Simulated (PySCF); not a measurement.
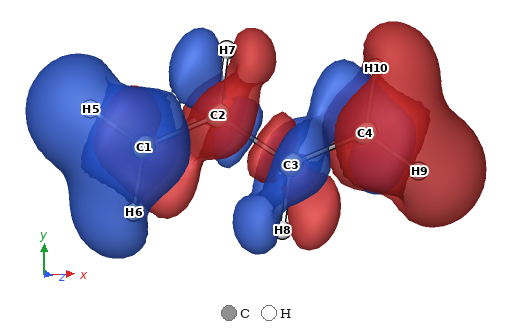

C$_{4}$H$_{6}$, SMILES `C=CC=C`. Change of the electron density in a uniform field of 0.51 V/Å, surfaces at ±0.003 e/Å³ (red: gain, blue: loss).

Computed with PySCF, LDA (SVWN)/def2-SVPD, geometry: GFN2-xTB. No frequency check shows the geometry to be a minimum.

Geometry (Å), atoms numbered from 1:

```
C1      -1.8281   -0.1074    0.0000
C2      -0.6013    0.4022    0.0000
C3       0.6013   -0.4022    0.0000
C4       1.8281    0.1074    0.0000
H5      -2.7064    0.5150    0.0000
H6      -1.9959   -1.1723    0.0000
H7      -0.4559    1.4750    0.0000
H8       0.4559   -1.4750    0.0000
H9       2.7064   -0.5150    0.0000
H10      1.9959    1.1723    0.0000
```

### Along which Cartesian direction does the field point?

Along −x: electrons gather on the +x side, against the field.

### What dipole is induced, and what polarisability does it imply?

The induced dipole is 2.18 D (along the field); α along this axis, from the fields in both directions, is 86 bohr³ (12.7 Å³).

### Which atoms gain and lose the most charge?

Electrons gather most on C4 (Hirshfeld charge changes by −0.039 e) and leave C1 most (+0.040 e); 0.155 electrons are displaced in all.

Run time: 26 s on 1 thread of Arm Neoverse V2, with other jobs on the host, peak memory 0.26 GiB.
